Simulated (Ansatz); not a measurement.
Run report: GeH5O4F, geometry relaxation

The run: geometry relaxation of GeH5O4F. Method and program: RKS PBE-D4/def2-SVP (Ansatz 0.2.0).

The input holds or restrains some coordinates. It belongs to a series of runs on one base structure; here: pulled along the bonds that form and break, towards end A. Figures and captions count atoms from 1; the log counts them from 0 in places.

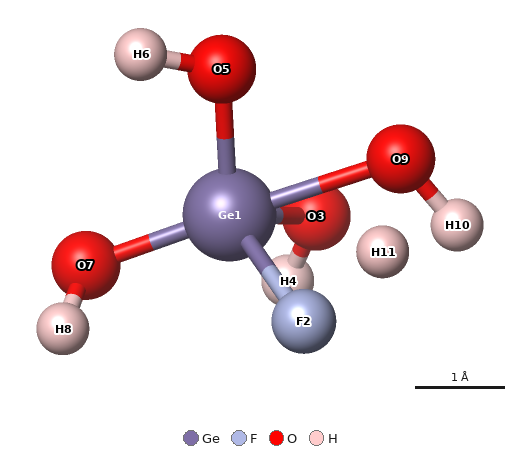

Fig. 1: The starting structure (ball-and-stick view, seen at a tilt; atoms are numbered from 1 in the order of the input). Sticks mark near contacts.

**The input**
```yaml
crystal:
  periodic: [false, false, false]
  atoms:
    - { symbol: Ge, position_ang: [0.0, 0.0, 0.0] }
    - { symbol: F, position_ang: [0.0, 0.0, 2.03] }
    - { symbol: O, position_ang: [1.6691, 0.0, -0.5894] }
    - { symbol: H, position_ang: [1.9855, -0.9521, -0.7061] }
    - { symbol: O, position_ang: [-0.8337, 1.4443, -0.5894] }
    - { symbol: H, position_ang: [-1.7915, 1.2136, -0.8118] }
    - { symbol: O, position_ang: [-0.8337, -1.4443, -0.5894] }
    - { symbol: H, position_ang: [-1.2883, -1.91, 0.183] }
    - { symbol: O, position_ang: [1.0856, 1.6372, 0.6527] }
    - { symbol: H, position_ang: [1.8625, 1.3234, 1.2167] }
    - { symbol: H, position_ang: [0.6576, 0.9917, 1.7453] }
basis:
  gaussian: { orbitals: def2-SVP }
hamiltonian:
  xc: pbe
  dispersion: d4
relax:
  f_tol: 0.15
  max_steps: 25
  restrain:
    - { distance: [0, 8], at: 2.97, k: 30.0 }
    - { distance: [10, 1], at: 2.12, k: 30.0 }
    - { distance: [0, 1], at: 1.68, k: 30.0 }
    - { distance: [10, 8], at: 1.01, k: 30.0 }
output:
  orbitals: {}
```

Run on 4 threads of Arm Neoverse V1, 24 GiB of memory available, shared host.

Launched with:
```bash
ansatz run input.yaml --threads 4 --pin off --max-ram 5120MiB --backend cpu --events-out ev --progress --plain --runs-dir out
```

**The program's output**
```
The last accepted step is kept in [file] (removed where the run ends without a failure and the disk answers)
Engine: ansatz 0.2.0, aarch64-unknown-linux-gnu
Functional definition: PBE
  parameter kappa = 0.804
  parameter beta = 0.06672455060314922
  exchange = pbe_x(kappa = kappa, mu = beta*pi^2/3)
  correlation = pbe_c(beta = beta)
1361 factors; their error is unknown
mean field evaluation 1: about -67449.3505 eV, gradient 1.1e2 eV
mean field evaluation 2: about -67294.5710 eV, gradient 2.7e2 eV
mean field evaluation 4: about -67468.8359 eV, gradient 2.0e1 eV
mean field evaluation 8: about -67469.5082 eV, gradient 5.2e-1 eV
mean field evaluation 16: about -67469.4461 eV, gradient 8.2e-4 eV
mean field -67469.44606233 eV, -2479.4564103577 hartree, gradient 2.6e-5 eV, S^2 0.000000; 0 other end points of the search recorded, 0 dependent functions left out
the calculation of the forces begins
reference -67469.44609673 eV, -2479.4564116216 hartree; 39, 39 occupied and 88, 88 virtual orbitals, 1361 factors
relax step   1: F+E_penalty+E_count = -67469.66482681 eV  Δ(F+E_penalty+E_count) = +0.000e0 eV  max|allowed force component| = 5.954e0 eV/Å  E_restraint = 27.66886899 eV  max|allowed force component, restraints' pulls added| = 2.804e1 eV/Å  Δτ_max = 0.0000 Å  (31 SCF iters, accepted)
  distance Ge 0 - O 8 = 2.0700 Å
  distance H 10 - F 1 = 1.2235 Å
  distance Ge 0 - F 1 = 2.0300 Å
  distance H 10 - O 8 = 1.3393 Å
these checks for a lower state are left out or cut short: starts, cluster_reference, orbital_swaps, neighbouring_geometries, increment
1361 factors; their error is unknown
mean field -67470.40040223 eV, -2479.4914817018 hartree, gradient 1.0e-5 eV, S^2 0.000000; 0 other end points of the search recorded, 0 dependent functions left out
[... from here on the field's lines of each further geometry are left out, up to the last ...]
relax step   2: F+E_penalty+E_count = -67470.61889080 eV  Δ(F+E_penalty+E_count) = -9.541e-1 eV  max|allowed force component| = 4.894e0 eV/Å  E_restraint = 13.45613663 eV  max|allowed force component, restraints' pulls added| = 2.071e1 eV/Å  Δτ_max = 0.1948 Å  (35 SCF iters, accepted)
relax step   3: F+E_penalty+E_count = -67471.21747755 eV  Δ(F+E_penalty+E_count) = -5.986e-1 eV  max|allowed force component| = 5.477e0 eV/Å  E_restraint = 4.18951084 eV  max|allowed force component, restraints' pulls added| = 9.521e0 eV/Å  Δτ_max = 0.1946 Å  (34 SCF iters, accepted)
relax step   4: F+E_penalty+E_count = -67471.77690112 eV  Δ(F+E_penalty+E_count) = -5.594e-1 eV  max|allowed force component| = 4.503e0 eV/Å  E_restraint = 0.59802417 eV  max|allowed force component, restraints' pulls added| = 3.700e0 eV/Å  Δτ_max = 0.1949 Å  (35 SCF iters, accepted)
relax step   5: F+E_penalty+E_count = -67472.27545846 eV  Δ(F+E_penalty+E_count) = -4.986e-1 eV  max|allowed force component| = 2.436e0 eV/Å  E_restraint = 0.03626863 eV  max|allowed force component, restraints' pulls added| = 2.113e0 eV/Å  Δτ_max = 0.1973 Å  (35 SCF iters, accepted)
relax step   6: F+E_penalty+E_count = -67472.42905288 eV  Δ(F+E_penalty+E_count) = -1.536e-1 eV  max|allowed force component| = 1.622e0 eV/Å  E_restraint = 0.03883731 eV  max|allowed force component, restraints' pulls added| = 1.420e0 eV/Å  Δτ_max = 0.2000 Å  (30 SCF iters, accepted)
relax step   7: F+E_penalty+E_count = -67472.50621263 eV  Δ(F+E_penalty+E_count) = -7.716e-2 eV  max|allowed force component| = 1.397e0 eV/Å  E_restraint = 0.03171590 eV  max|allowed force component, restraints' pulls added| = 4.673e-1 eV/Å  Δτ_max = 0.2000 Å  (33 SCF iters, accepted)
relax step   8: F+E_penalty+E_count = -67472.52733640 eV  Δ(F+E_penalty+E_count) = -2.112e-2 eV  max|allowed force component| = 1.201e0 eV/Å  E_restraint = 0.03103479 eV  max|allowed force component, restraints' pulls added| = 2.009e-1 eV/Å  Δτ_max = 0.1188 Å  (29 SCF iters, accepted)
the calculation of the forces begins
reference -67472.31934988 eV, -2479.5620017274 hartree; 39, 39 occupied and 88, 88 virtual orbitals, 1361 factors
relax step   9: F+E_penalty+E_count = -67472.53441612 eV  Δ(F+E_penalty+E_count) = -7.080e-3 eV  max|allowed force component| = 1.185e0 eV/Å  E_restraint = 0.03161775 eV  max|allowed force component, restraints' pulls added| = 8.945e-2 eV/Å  Δτ_max = 0.0759 Å  (28 SCF iters, accepted)
  distance Ge 0 - O 8 = 2.9617 Å
  distance H 10 - F 1 = 2.1224 Å
  distance Ge 0 - F 1 = 1.7208 Å
  distance H 10 - O 8 = 0.9907 Å
1361 factors; their error is unknown
mean field evaluation 96: about -67472.3193 eV, gradient 3.9e-2 eV
```

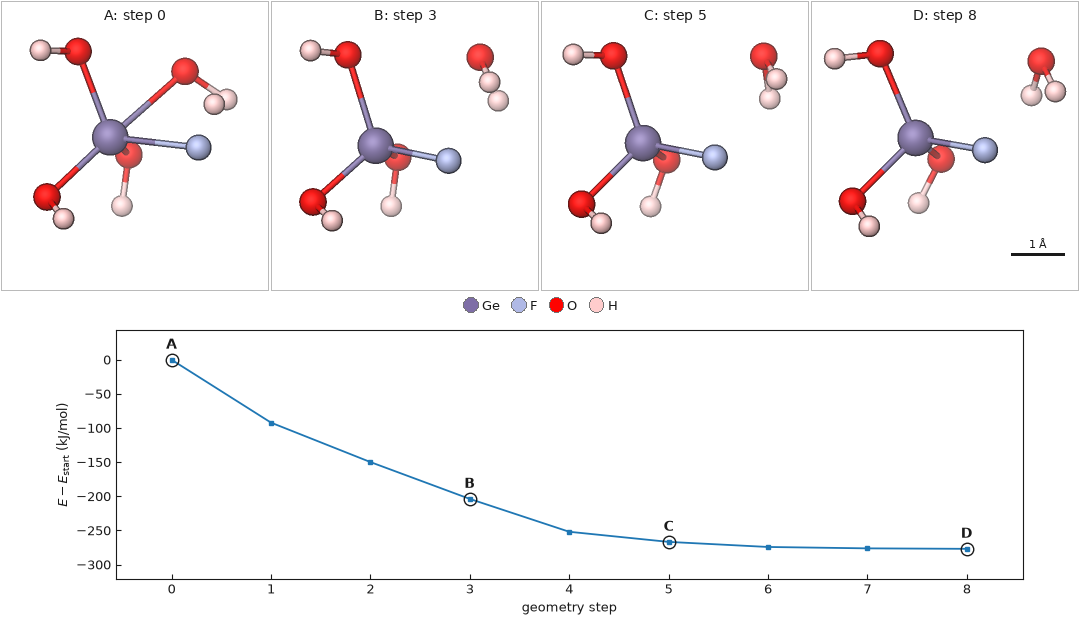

Fig. 2: Frames of the restrained relaxation (ball-and-stick view, seen at a tilt) above the curves, on which the letters mark them (the first geometry is step 0 here and step 1 in the log).

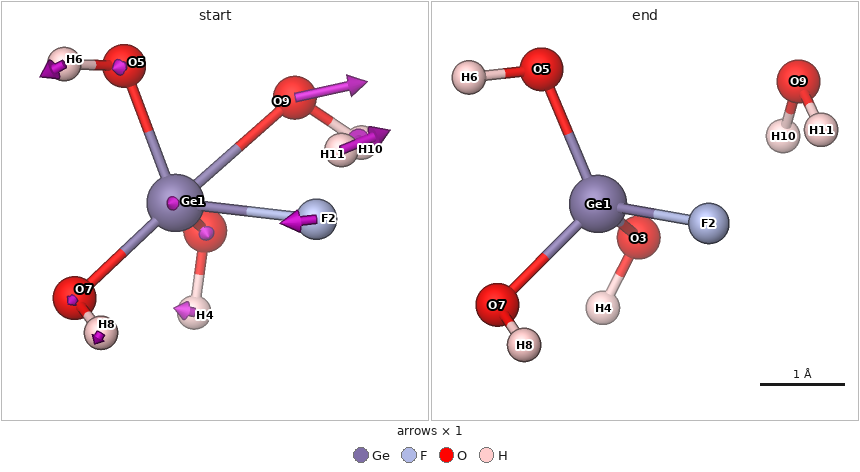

Fig. 3: Before (left) and after (right) the restrained relaxation, at one scale (ball-and-stick view, seen at a tilt). The pink arrows give the displacements, at true length. Over 8 geometry steps the energy falls by 276.9 kJ/mol. Largest force component: 6 eV/Å at the start, 1.2 eV/Å at the end. The largest move after the best rigid fit is that of O9, 0.91 Å. Largest moves by element: O 0.91 Å, H 0.69 Å, F 0.47 Å, Ge 0.16 Å. Distances before and after: Ge1–O9 2.070 → 2.962 Å, O9–H11 1.339 → 0.991 Å, Ge1–F2 2.030 → 1.721 Å, O3–H4 1.010 → 0.978 Å. New bonds form: O9–H11 (1.34 → 0.99 Å). Bonds break: Ge1–O9 (2.07 → 2.96 Å). Among the angles that change: O3–Ge1–O5 109.5° → 114.1°, F2–Ge1–O7 109.5° → 105.0°, O3–Ge1–O7 109.5° → 107.2°. (Atoms are counted from 1 in the order of the input.)

```
mean field -67472.31931606 eV, -2479.5620004846 hartree, gradient 1.7e-5 eV, S^2 0.000000; 1 other end points of the search recorded, 0 dependent functions left out
the calculation of the forces begins
reference -67472.31934988 eV, -2479.5620017274 hartree; 39, 39 occupied and 88, 88 virtual orbitals, 1361 factors
Total energy: -67472.53444994 eV, -2479.5699065089 hartree
Atom 0 at    -0.150797    -0.056420     0.001447 Å, force     0.154038     0.245789    -1.077502 eV/Å
Atom 1 at    -0.304718    -0.128297     1.713806 Å, force    -0.113136    -0.107926     1.185266 eV/Å
Atom 2 at     1.574898    -0.102817    -0.440220 Å, force    -0.015246    -0.025719     0.005915 eV/Å
Atom 3 at     1.754623    -0.983452    -0.825829 Å, force     0.021035     0.007231     0.003791 eV/Å
Atom 4 at    -1.028517     1.324789    -0.662108 Å, force     0.011850    -0.014980    -0.018733 eV/Å
Atom 5 at    -1.801007     0.972834    -1.148178 Å, force     0.017116     0.003140     0.012657 eV/Å
Atom 6 at    -0.888364    -1.573581    -0.592738 Å, force     0.017270     0.019279    -0.015567 eV/Å
Atom 7 at    -1.263730    -2.075305     0.156090 Å, force     0.004260     0.001435     0.010047 eV/Å
Atom 8 at     1.441726     2.035789     1.364577 Å, force    -0.346494    -0.534755     0.295539 eV/Å
Atom 9 at     2.088157     1.458874     0.907946 Å, force    -0.001314     0.003204    -0.000522 eV/Å
Atom 10 at     1.090828     1.431386     2.066807 Å, force     0.250623     0.403303    -0.400891 eV/Å
Dipole moment:    -0.162314    -0.775493    -0.110411 e Å
```

**Trajectory as extended XYZ (Å, eV, eV/Å), 9 frames, from step=1 to step=9**
```
11
Properties=species:S:1:pos:R:3:forces:R:3 step=1 energy=-67469.66483
Ge    0.0000    0.0000    0.0000    1.5957   2.6186  -0.0651
F     0.0000    0.0000    2.0300   -0.3044  -0.7285  -0.4966
O     1.6691    0.0000   -0.5894    1.3610  -4.2940  -1.3483
H     1.9855   -0.9521   -0.7061   -0.2778   0.9619  -0.4091
O    -0.8337    1.4443   -0.5894   -2.8976  -0.7036  -0.6672
H    -1.7915    1.2136   -0.8118    1.2538   0.3250   0.0707
O    -0.8337   -1.4443   -0.5894   -0.9179  -1.1580   1.6519
H    -1.2883   -1.9100    0.1830    0.5365   0.4826  -1.1370
O     1.0856    1.6372    0.6527   -0.0417   0.3779   5.9535
H     1.8625    1.3234    1.2167    0.4088   0.6393  -1.8724
H     0.6576    0.9917    1.7453   -0.7163   1.4788  -1.6804
11
Properties=species:S:1:pos:R:3:forces:R:3 step=2 energy=-67470.61889
Ge   -0.0500   -0.0741    0.0161    2.2967   3.7973   0.5395
F    -0.0718   -0.1110    1.9684   -0.1970  -0.5319  -1.5319
O     1.6562   -0.0321   -0.5896   -0.1579  -2.0828  -0.1902
H     1.9868   -0.9554   -0.7132   -0.1737   0.2492  -0.2434
O    -0.8477    1.4229   -0.5854   -1.2092  -0.9940  -0.0198
H    -1.7893    1.2150   -0.8144    0.5240   0.0825  -0.0040
O    -0.8512   -1.4730   -0.5881   -1.0888  -1.6989   0.5295
H    -1.2902   -1.9139    0.1794    0.0541  -0.0869  -0.5103
O     1.1473    1.7742    0.7767   -1.4003  -1.7602   4.8939
H     1.8959    1.3247    1.2161    1.9863   0.4657  -1.3261
H     0.7270    1.1265    1.6756   -0.6341   2.5599  -2.1372
11
Properties=species:S:1:pos:R:3:forces:R:3 step=3 energy=-67471.21748
Ge   -0.1037   -0.1567    0.0334    3.2601   5.4771   0.3886
F    -0.1464   -0.2360    1.8832   -0.0988  -0.2843  -1.2926
O     1.6380   -0.0458   -0.5810   -1.0280  -1.2136   0.3958
H     1.9843   -0.9541   -0.7141   -0.1019  -0.0144  -0.1437
O    -0.8498    1.4020   -0.5787   -0.3557  -1.3857   0.4026
H    -1.7861    1.2152   -0.8143    0.1813  -0.0043  -0.0337
O    -0.8714   -1.5069   -0.5928   -1.5383  -2.6705  -0.6337
H    -1.2954   -1.9224    0.1775   -0.3855  -0.6306  -0.0211
O     1.2054    1.8796    0.8923   -0.6750  -1.3573   2.8079
H     1.9404    1.3261    1.2023    2.3693   0.3304  -1.4183
H     0.7978    1.3029    1.6338   -1.6275   1.7532  -0.4520
11
Properties=species:S:1:pos:R:3:forces:R:3 step=4 energy=-67471.77690
Ge   -0.1293   -0.1949    0.0231    2.7302   4.5030  -1.2063
F    -0.1934   -0.3323    1.7725   -0.0475  -0.1043   0.3526
O     1.6136   -0.0648   -0.5665   -1.0665  -0.7014   0.5121
H     1.9763   -0.9616   -0.7139   -0.1024  -0.0757  -0.0592
O    -0.8527    1.3741   -0.5678   -0.0339  -1.2164   0.4547
H    -1.7860    1.2084   -0.8148    0.0374  -0.0530  -0.0296
O    -0.9049   -1.5636   -0.6061   -1.1086  -1.9410  -0.6419
H    -1.3163   -1.9543    0.1810   -0.4309  -0.6873   0.0974
O     1.2928    2.0056    1.0126    0.6781  -1.5858   1.2928
H     2.0089    1.3291    1.1589    0.7591   0.9419  -1.2549
H     0.8041    1.4581    1.6627   -1.4149   0.9201   0.4823
11
Properties=species:S:1:pos:R:3:forces:R:3 step=5 energy=-67472.27546
Ge   -0.1125   -0.1715   -0.0431    1.0736   1.8241  -1.6943
F    -0.1775   -0.3304    1.6678   -0.0500  -0.0648   1.4058
O     1.6095   -0.1121   -0.5705   -0.4974  -0.1714   0.2223
H     1.9502   -1.0151   -0.7190   -0.0824  -0.0806  -0.0239
O    -0.8798    1.3515   -0.5782    0.0744  -0.5390   0.1512
H    -1.8089    1.1740   -0.8223   -0.0222  -0.0700  -0.0410
O    -0.9342   -1.6083   -0.6174   -0.3480  -0.5652  -0.1487
H    -1.3356   -1.9958    0.1836   -0.1384  -0.2924  -0.0312
O     1.3674    2.0974    1.1705    0.8677  -2.4357   0.5588
H     2.0480    1.3339    1.0838   -0.8326   1.6448  -0.3271
H     0.7865    1.5800    1.7862   -0.0446   0.7503  -0.0719
11
Properties=species:S:1:pos:R:3:forces:R:3 step=6 energy=-67472.42905
Ge   -0.1130   -0.1507   -0.0559    0.7578   1.1670  -1.1926
F    -0.1691   -0.2548    1.6644   -0.1062  -0.1008   1.2343
O     1.6012   -0.1246   -0.5692   -0.2030  -0.4260   0.0135
H     1.8618   -1.0239   -0.8670   -0.0931   0.2041   0.0779
O    -0.9020    1.3269   -0.6388   -0.1467  -0.2670   0.0101
H    -1.7984    1.1016   -0.9603    0.0597  -0.0192   0.0048
O    -0.9367   -1.6236   -0.5832   -0.1860  -0.2875  -0.0712
H    -1.3410   -2.0107    0.2181   -0.0371  -0.1529  -0.0488
O     1.3564    2.0785    1.2469    0.4419  -1.6219   0.6309
H     2.0809    1.3952    1.1203   -0.5828   0.9044  -0.2385
H     0.8728    1.5898    1.9663    0.0954   0.5999  -0.4203
11
Properties=species:S:1:pos:R:3:forces:R:3 step=7 energy=-67472.50621
Ge   -0.1142   -0.0423   -0.0254   -0.1660  -0.1071  -1.3967
F    -0.2926   -0.1494    1.6825    0.0126   0.0070   1.3085
O     1.5874   -0.1377   -0.5302    0.0984   0.3782   0.2042
H     1.7761   -1.0364   -0.8567   -0.1003  -0.1370  -0.0205
O    -1.0272    1.3141   -0.6905    0.1531   0.2017   0.0265
H    -1.8497    0.9721   -1.0937    0.0820  -0.1033   0.0413
O    -0.8949   -1.5567   -0.5861    0.0475   0.0169   0.0318
H    -1.2442   -2.0291    0.1944   -0.0096  -0.0279  -0.0289
O     1.4445    2.0468    1.3751   -0.4719  -0.5885   0.2364
H     2.1182    1.4395    1.0072    0.0216  -0.0036  -0.0083
H     1.0099    1.4828    2.0652    0.3326   0.3636  -0.3944
11
Properties=species:S:1:pos:R:3:forces:R:3 step=8 energy=-67472.52734
Ge   -0.1531   -0.0576   -0.0047    0.4154   0.3182  -1.0328
F    -0.3157   -0.1119    1.7072   -0.1810  -0.1229   1.2013
O     1.5851   -0.1023   -0.4169   -0.2009  -0.0158  -0.0021
H     1.7394   -0.9872   -0.8010    0.1162  -0.0595  -0.0436
O    -1.0179    1.3268   -0.6786   -0.0341  -0.0686  -0.0270
H    -1.8411    0.9907   -1.0863    0.0251   0.0201  -0.0115
O    -0.8363   -1.5961   -0.6031   -0.0661   0.0123  -0.0148
H    -1.2768   -2.0794    0.1222    0.0242   0.0123   0.0091
O     1.4516    2.0353    1.3447   -0.2870  -0.5580   0.2880
H     2.0970    1.4387    0.9079   -0.0733   0.0672   0.0305
H     1.0809    1.4469    2.0502    0.2614   0.3946  -0.3972
11
Properties=species:S:1:pos:R:3:forces:R:3 step=9 energy=-67472.53442
Ge   -0.1508   -0.0564    0.0014    0.1540   0.2458  -1.0775
F    -0.3047   -0.1283    1.7138   -0.1131  -0.1079   1.1853
O     1.5749   -0.1028   -0.4402   -0.0152  -0.0257   0.0059
H     1.7546   -0.9835   -0.8258    0.0210   0.0072   0.0038
O    -1.0285    1.3248   -0.6621    0.0118  -0.0150  -0.0187
H    -1.8010    0.9728   -1.1482    0.0171   0.0031   0.0127
O    -0.8884   -1.5736   -0.5927    0.0173   0.0193  -0.0156
H    -1.2637   -2.0753    0.1561    0.0043   0.0014   0.0100
O     1.4417    2.0358    1.3646   -0.3465  -0.5348   0.2955
H     2.0882    1.4589    0.9079   -0.0013   0.0032  -0.0005
H     1.0908    1.4314    2.0668    0.2506   0.4033  -0.4009
```

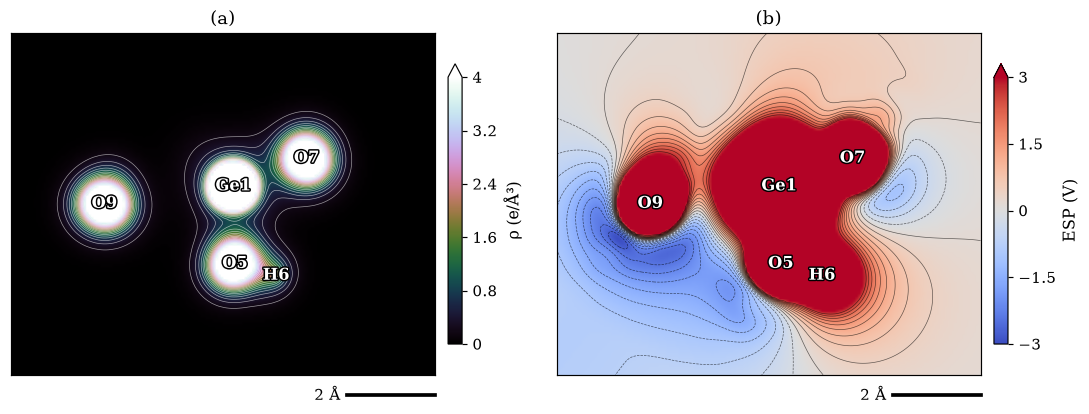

Fig. 4: (a) total electron density; (b) molecular electrostatic potential on the plane of atoms O5, Ge1 and O7. Ge1···O9 (2.96 Å): ρ is about 0.09 e/Å³ halfway. O–H (0.98 Å): ρ at the midpoint is about 3.5 e/Å³, with its minimum of 2.3 e/Å³ about 0.8 Å from O.

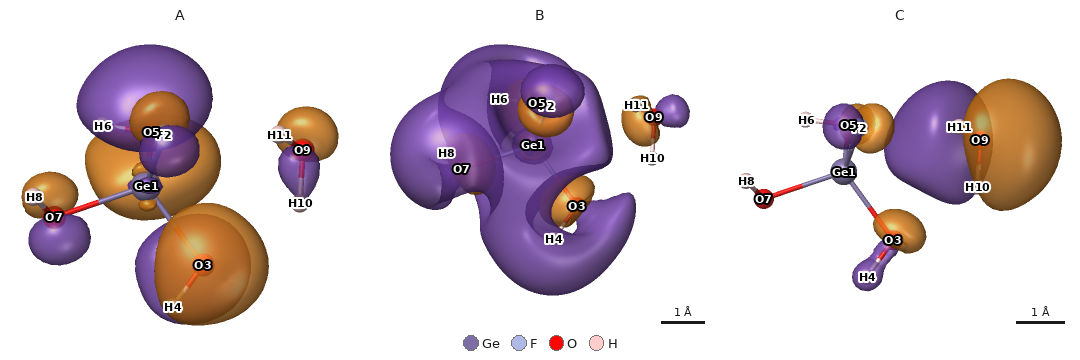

Fig. 5: Three frontier orbitals at ±0.06 Å⁻³ᐟ² (orange and purple are the two phases). A is the HOMO−1 (−7.41 eV). C is the HOMO (−6.46 eV). B is the LUMO (−1.50 eV). Its weight (Hirshfeld) is mainly on Ge1 (30 %), O5 (15 %), O3 (15 %), O7 (10 %) and F2 (10 %). The HOMO–LUMO gap is 4.96 eV between the orbital energies.

**Key numbers**

| quantity | value |
| --- | --- |
| outcome | converged under the restraints of the input |
| total energy | −67472.5344 eV |
| mean-field energy | −67472.3193 eV |
| largest force (length of the vector) at the end, held atoms and coordinates included | 1.196 eV/Å |
| wall time | 15 s (CPU time 55 s) |
| peak memory | 0.19 GiB |
